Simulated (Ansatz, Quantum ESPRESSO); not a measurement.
# 2H-TiCl2, 1 layer in a field-effect set-up, part 3 of 8

Wanted: induced charge and band edges of 2H-TiCl2, 1 layer beside a charged plate.

Quantum ESPRESSO 7.5; plane-wave DFT, PBEsol, GBRV ultrasoft pseudopotentials; geometry by Ansatz 0.2.0 with PAW datasets.

So far. Step 3 (Ground state: neutral sheet, no gate): The run needed 21 iterations to bring the estimated error under 1e-07 Ry.

## (6) Bands along a path: neutral sheet, no gate

A bands run reads the converged density and follows the path given under K_POINTS.

g0.bands.in reads:

```
&control
  prefix = 'g0.bands'
  outdir = './out'
  pseudo_dir = './pseudo'
  calculation = 'bands'
  tefield = .true.
  dipfield = .true.
/
&system
  ibrav = 0
  nat = 3
  ntyp = 2
  ecutwfc = 40
  ecutrho = 200
  occupations = 'smearing'
  smearing = 'fd'
  degauss = 0.004
  edir = 3
  emaxpos = 0.217081
  eopreg = 0.01
  eamp = 0.0
  nbnd = 19
/
&electrons
  conv_thr = 1e-07
  mixing_beta = 0.4
  electron_maxstep = 120
  mixing_mode = 'local-TF'
/
ATOMIC_SPECIES
  Cl  35.4500  cl_pbesol_v1.4.uspp.F.UPF
  Ti  47.8670  ti_pbesol_v1.4.uspp.F.UPF
CELL_PARAMETERS angstrom
  3.27674852667764 0.00000000000000 0.00000000000000
  -1.63837426333882 2.83774746591607 0.00000000000000
  0.00000000000000 0.00000000000000 25.31856245310000
ATOMIC_POSITIONS crystal
  Cl  0.333333333333 0.666666666667 0.437464339022
  Ti  0.000000000000 -0.000000000000 0.499999983291
  Cl  0.333333333333 0.666666666667 0.562535677687
K_POINTS crystal_b
4
  0.0000000000 0.0000000000 0.0000000000 14
  0.5000000000 0.0000000000 0.0000000000 14
  0.3333333333 0.3333333333 0.0000000000 14
  0.0000000000 0.0000000000 0.0000000000 1
```

Launch:

```console
$ cp -r out/g0.save out/g0.bands.save
$ cp out/g0.xml out/g0.bands.xml
$ OMP_NUM_THREADS=1 mpirun -n 4 pw.x -nk 4 -in g0.bands.in > g0.bands.out
```

Output:

```text
[banner, memory and clock lines left out]
Program PWSCF v.7.5 starts

          URL

     Presently no symmetry can be used with electric field

     Atomic positions and unit cell read from directory:
     ./out/g0.bands.save/

     G-vector sticks info

     bravais-lattice index     =            0
     lattice parameter (alat)  =       6.1922  a.u.
     unit-cell volume          =    1588.7388 (a.u.)^3
     number of atoms/cell      =            3
     number of atomic types    =            2
     number of electrons       =        26.00
     number of Kohn-Sham states=           19
     kinetic-energy cutoff     =      40.0000  Ry
     charge density cutoff     =     200.0000  Ry
     Exchange-correlation= SLA  PW   PSX  PSC
                           (   1   4  10   8   0   0   0)

     celldm(1)=   6.192157  celldm(2)=   0.000000  celldm(3)=   0.000000
     celldm(4)=   0.000000  celldm(5)=   0.000000  celldm(6)=   0.000000

     crystal axes: (cart. coord. in units of alat)
               a(1) = (   1.000000   0.000000   0.000000 )
               a(2) = (  -0.500000   0.866025   0.000000 )
               a(3) = (   0.000000   0.000000   7.726733 )

     reciprocal axes: (cart. coord. in units 2 pi/alat)
               b(1) = (  1.000000  0.577350 -0.000000 )
               b(2) = (  0.000000  1.154701  0.000000 )
               b(3) = (  0.000000 -0.000000  0.129421 )

     PseudoPot. # 1 for Cl read from file:
     ./pseudo/cl_pbesol_v1.4.uspp.F.UPF
     Pseudo is Ultrasoft + core correction, Zval =  7.0
     Generated by new atomic code, or converted to UPF format
     Using radial grid of  909 points,  6 beta functions with:
                l(1) =   0
                l(2) =   0
                l(3) =   1
                l(4) =   1
                l(5) =   2
                l(6) =   2
     Q(r) pseudized with  8 coefficients,  rinner =    1.300   1.300   1.300
                                                       1.300   1.300

     PseudoPot. # 2 for Ti read from file:
     ./pseudo/ti_pbesol_v1.4.uspp.F.UPF
     Pseudo is Ultrasoft + core correction, Zval = 12.0
     Generated by new atomic code, or converted to UPF format
     Using radial grid of  851 points,  6 beta functions with:
                l(1) =   0
                l(2) =   0
                l(3) =   1
                l(4) =   1
                l(5) =   2
                l(6) =   2
     Q(r) pseudized with  6 coefficients,  rinner =    1.000   1.000   1.000
                                                       1.000   1.000

     atomic species   valence    mass     pseudopotential
     Cl                7.00    35.45000     Cl( 1.00)
     Ti               12.00    47.86700     Ti( 1.00)

     No symmetry found

   Cartesian axes

     site n.     atom                  positions (alat units)
         1        Cl     tau(   1) = (  -0.0000000   0.5773503   3.3801703  )
         2        Ti     tau(   2) = (   0.0000000   0.0000000   3.8633666  )
         3        Cl     tau(   3) = (  -0.0000000   0.5773503   4.3465632  )

     number of k points=    43  Fermi-Dirac smearing, width (Ry)=  0.0040
                       cart. coord. in units 2pi/alat
        k(    1) = (   0.0000000   0.0000000   0.0000000), wk =   0.0465116
        k(    2) = (   0.0357143   0.0206197   0.0000000), wk =   0.0465116
        k(    3) = (   0.0714286   0.0412393   0.0000000), wk =   0.0465116
        k(    4) = (   0.1071429   0.0618590   0.0000000), wk =   0.0465116
        k(    5) = (   0.1428571   0.0824786   0.0000000), wk =   0.0465116
        k(    6) = (   0.1785714   0.1030983   0.0000000), wk =   0.0465116
        k(    7) = (   0.2142857   0.1237179   0.0000000), wk =   0.0465116
        k(    8) = (   0.2500000   0.1443376   0.0000000), wk =   0.0465116
        k(    9) = (   0.2857143   0.1649572   0.0000000), wk =   0.0465116
        k(   10) = (   0.3214286   0.1855769   0.0000000), wk =   0.0465116
        k(   11) = (   0.3571429   0.2061965   0.0000000), wk =   0.0465116
        k(   12) = (   0.3928571   0.2268162   0.0000000), wk =   0.0465116
        k(   13) = (   0.4285714   0.2474358   0.0000000), wk =   0.0465116
        k(   14) = (   0.4642857   0.2680555   0.0000000), wk =   0.0465116
        k(   15) = (   0.5000000   0.2886751   0.0000000), wk =   0.0465116
        k(   16) = (   0.4880952   0.3092948   0.0000000), wk =   0.0465116
        k(   17) = (   0.4761905   0.3299144   0.0000000), wk =   0.0465116
        k(   18) = (   0.4642857   0.3505341   0.0000000), wk =   0.0465116
        k(   19) = (   0.4523810   0.3711537   0.0000000), wk =   0.0465116
        k(   20) = (   0.4404762   0.3917734   0.0000000), wk =   0.0465116
        k(   21) = (   0.4285714   0.4123930   0.0000000), wk =   0.0465116
        k(   22) = (   0.4166667   0.4330127   0.0000000), wk =   0.0465116
        k(   23) = (   0.4047619   0.4536324   0.0000000), wk =   0.0465116
        k(   24) = (   0.3928571   0.4742520   0.0000000), wk =   0.0465116
        k(   25) = (   0.3809524   0.4948717   0.0000000), wk =   0.0465116
        k(   26) = (   0.3690476   0.5154913   0.0000000), wk =   0.0465116
        k(   27) = (   0.3571429   0.5361110   0.0000000), wk =   0.0465116
        k(   28) = (   0.3452381   0.5567306   0.0000000), wk =   0.0465116
        k(   29) = (   0.3333333   0.5773503   0.0000000), wk =   0.0465116
        k(   30) = (   0.3095238   0.5361110   0.0000000), wk =   0.0465116
        k(   31) = (   0.2857143   0.4948717   0.0000000), wk =   0.0465116
        k(   32) = (   0.2619048   0.4536324   0.0000000), wk =   0.0465116
        k(   33) = (   0.2380952   0.4123930   0.0000000), wk =   0.0465116
        k(   34) = (   0.2142857   0.3711537   0.0000000), wk =   0.0465116
        k(   35) = (   0.1904762   0.3299144   0.0000000), wk =   0.0465116
        k(   36) = (   0.1666667   0.2886751   0.0000000), wk =   0.0465116
        k(   37) = (   0.1428571   0.2474358   0.0000000), wk =   0.0465116
        k(   38) = (   0.1190476   0.2061965   0.0000000), wk =   0.0465116
        k(   39) = (   0.0952381   0.1649572   0.0000000), wk =   0.0465116
        k(   40) = (   0.0714286   0.1237179   0.0000000), wk =   0.0465116
        k(   41) = (   0.0476190   0.0824786   0.0000000), wk =   0.0465116
        k(   42) = (   0.0238095   0.0412393   0.0000000), wk =   0.0465116
        k(   43) = (   0.0000000   0.0000000   0.0000000), wk =   0.0465116

     Dense  grid:    75695 G-vectors     FFT dimensions: (  27,  27, 216)

     Smooth grid:    54385 G-vectors     FFT dimensions: (  25,  25, 200)

     The potential is recalculated from file :
     ./out/g0.bands.save/charge-density

[...]
k = 0.3571 0.2062 0.0000 (  6789 PWs)   bands (ev):

   -58.3581 -34.8192 -34.7940 -34.6687 -18.0948 -17.7858  -7.9564  -7.3531
    -7.3081  -5.7056  -5.6208  -5.3094  -1.8989   0.4269   0.4957   0.6796
     0.9308   4.2003   4.4059

          k = 0.3929 0.2268 0.0000 (  6793 PWs)   bands (ev):

   -58.3564 -34.8156 -34.8095 -34.6722 -18.0087 -17.7352  -8.1724  -7.5532
    -7.2258  -5.7793  -5.6166  -5.3284  -1.9373   0.5493   0.5879   0.7651
     0.9789   4.0865   4.4654

          k = 0.4286 0.2474 0.0000 (  6800 PWs)   bands (ev):

   -58.3552 -34.8211 -34.8129 -34.6749 -17.9424 -17.6963  -8.3344  -7.7022
    -7.1633  -5.8334  -5.6121  -5.3432  -1.9584   0.6547   0.6626   0.8313
     1.0128   3.8599   4.5902

          k = 0.4643 0.2681 0.0000 (  6798 PWs)   bands (ev):

   -58.3544 -34.8283 -34.8112 -34.6765 -17.9005 -17.6718  -8.4345  -7.7941
    -7.1247  -5.8664  -5.6087  -5.3525  -1.9678   0.7113   0.7279   0.8732
     1.0328   3.6988   4.6642

          k = 0.5000 0.2887 0.0000 (  6792 PWs)   bands (ev):

   -58.3541 -34.8307 -34.8106 -34.6770 -17.8861 -17.6634  -8.4683  -7.8252
    -7.1117  -5.8775  -5.6075  -5.3557  -1.9703   0.7283   0.7544   0.8875
     1.0394   3.6410   4.6884

          k = 0.4881 0.3093 0.0000 (  6804 PWs)   bands (ev):

   -58.3541 -34.8304 -34.8106 -34.6777 -17.8848 -17.6625  -8.4624  -7.8228
    -7.1106  -5.8894  -5.6066  -5.3770  -1.9588   0.7057   0.7743   0.8945
     1.0334   3.6469   4.7110

          k = 0.4762 0.3299 0.0000 (  6804 PWs)   bands (ev):

   -58.3540 -34.8294 -34.8104 -34.6798 -17.8807 -17.6597  -8.4448  -7.8157
    -7.1072  -5.9239  -5.6046  -5.4393  -1.9254   0.6707   0.8010   0.9149
     1.0161   3.6643   4.7777

          k = 0.4643 0.3505 0.0000 (  6804 PWs)   bands (ev):

   -58.3539 -34.8276 -34.8101 -34.6832 -17.8740 -17.6552  -8.4156  -7.8042
    -7.1017  -5.9780  -5.6028  -5.5385  -1.8726   0.6315   0.8264   0.9469
     0.9894   3.6928   4.8856

          k = 0.4524 0.3712 0.0000 (  6812 PWs)   bands (ev):

   -58.3537 -34.8253 -34.8097 -34.6878 -17.8650 -17.6492  -8.3750  -7.7884
    -7.0943  -6.0481  -5.6687  -5.6020  -1.8041   0.5885   0.8503   0.9537
     0.9907   3.7314   5.0291

          k = 0.4405 0.3918 0.0000 (  6800 PWs)   bands (ev):

   -58.3535 -34.8223 -34.8092 -34.6935 -17.8541 -17.6418  -8.3233  -7.7691
    -7.0854  -6.1303  -5.8231  -5.6026  -1.7237   0.5418   0.8729   0.9159
     1.0392   3.7793   5.1992

          k = 0.4286 0.4124 0.0000 (  6786 PWs)   bands (ev):

   -58.3532 -34.8187 -34.8086 -34.7001 -17.8415 -17.6334  -8.2608  -7.7467
    -7.0752  -6.2207  -5.9951  -5.6047  -1.6353   0.4915   0.8763   0.8944
     1.0921   3.8355   5.3806

          k = 0.4167 0.4330 0.0000 (  6796 PWs)   bands (ev):

   -58.3529 -34.8146 -34.8080 -34.7076 -17.8278 -17.6243  -8.1880  -7.7224
    -7.0642  -6.3151  -6.1783  -5.6079  -1.5421   0.4382   0.8377   0.9151
     1.1458   3.8988   5.5445

          k = 0.4048 0.4536 0.0000 (  6770 PWs)   bands (ev):

   -58.3526 -34.8100 -34.8074 -34.7156 -17.8137 -17.6149  -8.1055  -7.6972
    -7.0531  -6.4091  -6.3670  -5.6119  -1.4475   0.3829   0.8023   0.9348
     1.1976   3.9677   5.6350

          k = 0.3929 0.4743 0.0000 (  6762 PWs)   bands (ev):

   -58.3523 -34.8068 -34.8050 -34.7239 -17.7997 -17.6056  -8.0139  -7.6726
    -7.0425  -6.5559  -6.4980  -5.6164  -1.3549   0.3271   0.7716   0.9536
     1.2448   4.0401   5.6005

          k = 0.3810 0.4949 0.0000 (  6776 PWs)   bands (ev):

   -58.3521 -34.8062 -34.7998 -34.7322 -17.7865 -17.5970  -7.9143  -7.6504
    -7.0337  -6.7394  -6.5778  -5.6210  -1.2684   0.2735   0.7466   0.9710
     1.2855   4.1129   5.4790

          k = 0.3690 0.5155 0.0000 (  6778 PWs)   bands (ev):

   -58.3519 -34.8057 -34.7945 -34.7402 -17.7750 -17.5894  -7.8081  -7.6324
    -7.0323  -6.9080  -6.6439  -5.6252  -1.1927   0.2254   0.7277   0.9862
     1.3181   4.1813   5.3373

          k = 0.3571 0.5361 0.0000 (  6768 PWs)   bands (ev):

   -58.3517 -34.8053 -34.7895 -34.7473 -17.7658 -17.5835  -7.6985  -7.6200
    -7.1005  -6.9946  -6.6927  -5.6288  -1.1331   0.1872   0.7150   0.9985
     1.3417   4.2384   5.2145

          k = 0.3452 0.5567 0.0000 (  6780 PWs)   bands (ev):

   -58.3516 -34.8051 -34.7856 -34.7525 -17.7597 -17.5796  -7.6136  -7.5951
    -7.2270  -6.9992  -6.7221  -5.6311  -1.0949   0.1628   0.7081   1.0066
     1.3558   4.2755   5.1334

          k = 0.3333 0.5774 0.0000 (  6762 PWs)   bands (ev):

   -58.3515 -34.8050 -34.7841 -34.7545 -17.7575 -17.5782  -7.6120  -7.5406
    -7.2916  -6.9987  -6.7317  -5.6320  -1.0818   0.1546   0.7060   1.0095
     1.3605   4.2874   5.1060

          k = 0.3095 0.5361 0.0000 (  6774 PWs)   bands (ev):

   -58.3517 -34.8054 -34.7884 -34.7480 -17.7675 -17.5845  -7.6754  -7.6113
    -7.1179  -6.9994  -6.6984  -5.6279  -1.1296   0.1797   0.7113   0.9970
     1.3435   4.2651   5.1927

          k = 0.2857 0.4949 0.0000 (  6780 PWs)   bands (ev):

   -58.3523 -34.8067 -34.7940 -34.7353 -17.8002 -17.6048  -7.8117  -7.5898
    -7.0459  -6.8216  -6.6148  -5.6142  -1.2452   0.2196   0.7173   0.9616
     1.2986   4.2669   5.3646

          k = 0.2619 0.4536 0.0000 (  6768 PWs)   bands (ev):

   -58.3534 -34.8091 -34.7956 -34.7212 -17.8578 -17.6402  -7.8673  -7.5240
    -7.0932  -6.5359  -6.5015  -5.5901  -1.3828   0.2246   0.7078   0.9102
     1.2369   4.3393   5.4370

          k = 0.2381 0.4124 0.0000 (  6788 PWs)   bands (ev):

   -58.3550 -34.8125 -34.7917 -34.7071 -17.9399 -17.6902  -7.8339  -7.4019
    -7.1685  -6.3721  -6.2525  -5.5555  -1.5074   0.1780   0.6695   0.8428
     1.1671   4.4732   5.1562

          k = 0.2143 0.3712 0.0000 (  6776 PWs)   bands (ev):

   -58.3570 -34.8168 -34.7821 -34.6936 -18.0434 -17.7526  -7.7135  -7.2684
    -7.2213  -6.2346  -5.9868  -5.5110  -1.5966   0.0978   0.6004   0.7491
     1.0896   4.6265   4.6982

          k = 0.1905 0.3299 0.0000 (  6796 PWs)   bands (ev):

   -58.3594 -34.8220 -34.7672 -34.6811 -18.1628 -17.8241  -7.5252  -7.3768
    -6.9872  -6.0945  -5.7511  -5.4561  -1.6386   0.0108   0.5098   0.6243
     0.9977   4.2275   4.4426

          k = 0.1667 0.2887 0.0000 (  6784 PWs)   bands (ev):

   -58.3620 -34.8277 -34.7481 -34.6699 -18.2911 -17.9006  -7.5499  -7.2174
    -6.7124  -5.9560  -5.5554  -5.3883  -1.6308  -0.0634   0.4117   0.4768
     0.8865   3.7898   4.0026

          k = 0.1429 0.2474 0.0000 (  6798 PWs)   bands (ev):

   -58.3647 -34.8337 -34.7262 -34.6600 -18.4209 -17.9777  -7.6937  -6.8898
    -6.4203  -5.8183  -5.4049  -5.3034  -1.5794  -0.1152   0.3185   0.3238
     0.7574   3.3936   3.6128

          k = 0.1190 0.2062 0.0000 (  6768 PWs)   bands (ev):

   -58.3674 -34.8396 -34.7032 -34.6516 -18.5446 -18.0511  -7.8396  -6.5202
    -6.1552  -5.6619  -5.2990  -5.1996  -1.4994  -0.1423   0.1843   0.2405
     0.6177   3.0398   3.2774

          k = 0.0952 0.1650 0.0000 (  6769 PWs)   bands (ev):

   -58.3699 -34.8450 -34.6809 -34.6448 -18.6556 -18.1167  -7.9748  -6.1357
    -5.9759  -5.4507  -5.2317  -5.0829  -1.4121  -0.1467   0.0740   0.1851
     0.4785   2.7209   2.9986

          k = 0.0714 0.1237 0.0000 (  6787 PWs)   bands (ev):

   -58.3720 -34.8496 -34.6613 -34.6395 -18.7481 -18.1713  -8.0899  -5.8854
    -5.7676  -5.2031  -5.1935  -4.9670  -1.3386  -0.1317   0.0001   0.1561
     0.3522   2.4244   2.7779

          k = 0.0476 0.0825 0.0000 (  6809 PWs)   bands (ev):

   -58.3737 -34.8532 -34.6459 -34.6357 -18.8174 -18.2122  -8.1776  -5.8431
    -5.4549  -5.1747  -4.9811  -4.8681  -1.2910  -0.1039  -0.0409   0.1509
     0.2513   2.1552   2.6167

          k = 0.0238 0.0412 0.0000 (  6817 PWs)   bands (ev):

   -58.3747 -34.8554 -34.6361 -34.6335 -18.8604 -18.2375  -8.2324  -5.8243
    -5.2413  -5.1669  -4.8308  -4.8014  -1.2679  -0.0762  -0.0594   0.1584
     0.1860   1.9570   2.5088

          k = 0.0000 0.0000 0.0000 (  6817 PWs)   bands (ev):

   -58.3750 -34.8561 -34.6327 -34.6327 -18.8749 -18.2461  -8.2510  -5.8190
    -5.1650  -5.1650  -4.7778  -4.7778  -1.2616  -0.0645  -0.0645   0.1634
     0.1634   1.8833   2.4716

     XML data file, pseudopotentials, collected wavefunctions

                                        0.00s GPU  (     749 calls)
[key lines of the parts left out:]
Dipole field         -0.0000 Ry au,
```

Wall time 17 s (4 MPI ranks of Arm Neoverse V2, shared host); peak memory 0.32 GiB.

Read from the output:

| Item | Value |
| --- | --- |
| valence top, on the run's zero | -1.082 eV |
| conduction bottom, on the run's zero | -0.1467 eV |
| gap by band count | 0.9352 eV |

Band numbers count within the set of bands kept for display. Electronic bands along the path, in eV, zero at the highest filled level of the SCF mesh; v1 is the highest filled band, c1 the lowest empty one:

```
point     v4     v3     v2     v1    c1    c2    c3    c4
    Γ  -4.09  -3.70  -3.70  -0.18  1.01  1.01  1.24  1.24
    M  -4.80  -4.53  -4.28  -0.89  1.81  1.83  1.96  2.12
    K  -5.92  -5.65  -4.55   0.00  1.23  1.78  2.09  2.44
    Γ  -4.09  -3.70  -3.70  -0.18  1.01  1.01  1.24  1.24
```

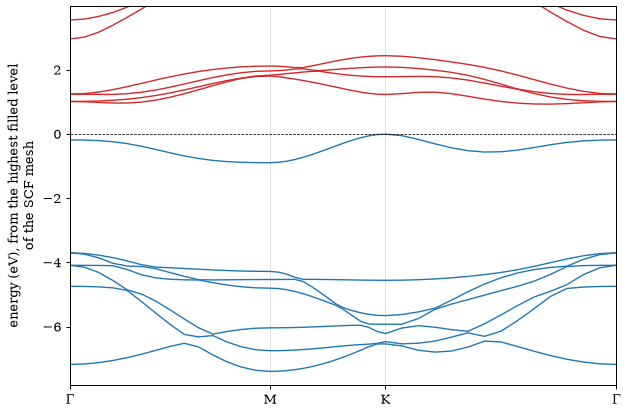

Electronic bands along the path; lines of filled and empty bands in two colours.

Along this path the valence top lies at K and the conduction bottom between K and Γ.

[end of part 3 of 8]

[Logs are printed without paths, hosts, clocks, repeated set-up lines and the standing remarks that a program may print on its own settings, such as how far it seeks lower states.]

[Hosts, paths, dates, database ids (printed as entryN), source tags and the programs' standing remarks are cut or masked in the printed files.]

[Maps of the electrostatic potential energy from Ansatz leave out the sawtooth potential of an applied field or a dipole correction, so their vacuum need not be flat; planar profiles and work functions include it.]
